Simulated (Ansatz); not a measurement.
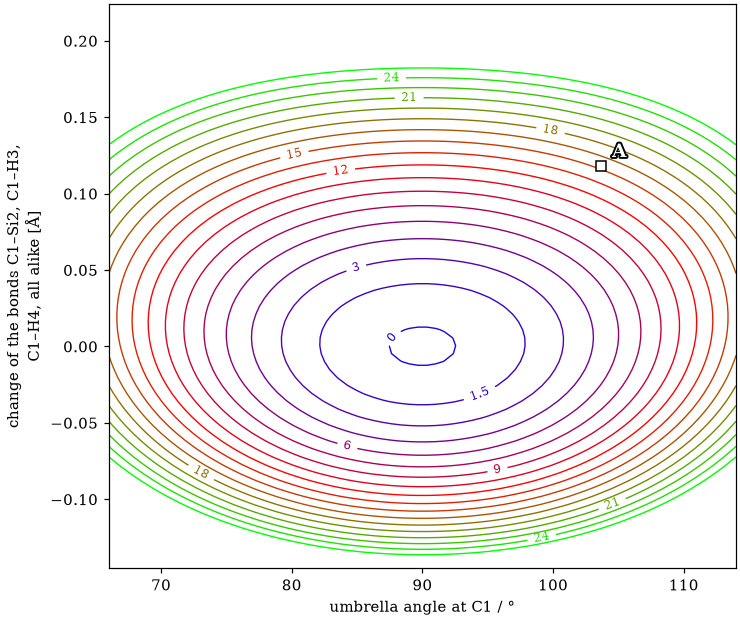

CH₃Si, SMILES C=[SiH-], charge −1. The first coordinate is: umbrella angle at C1 (between each of its bonds and their common axis; 90 is planar); the second: change of the bonds C1–Si2, C1–H3, C1–H4, all alike. Nothing is relaxed (all other coordinates rigid). The grid has 15 × 15 points; 120 points were computed and 105 follow by symmetry. Points are written as (first, second). Energies are in kcal/mol, from the lowest grid point. Level of theory: Ansatz, RKS B3LYP-D4/def2-TZVPD.

Drawn: contour lines labelled in kcal/mol (none above 25.5), the point A. Between grid points the surface is interpolated.

Q: Is A at rest? If not, where is it pushed?

A: A, at (103.7°, 0.118 Å), is not a stationary point. The computed force is 0.53 kcal/mol for each degree towards smaller values of the first coordinate and 169 kcal/mol for each Å towards smaller values of the second coordinate.
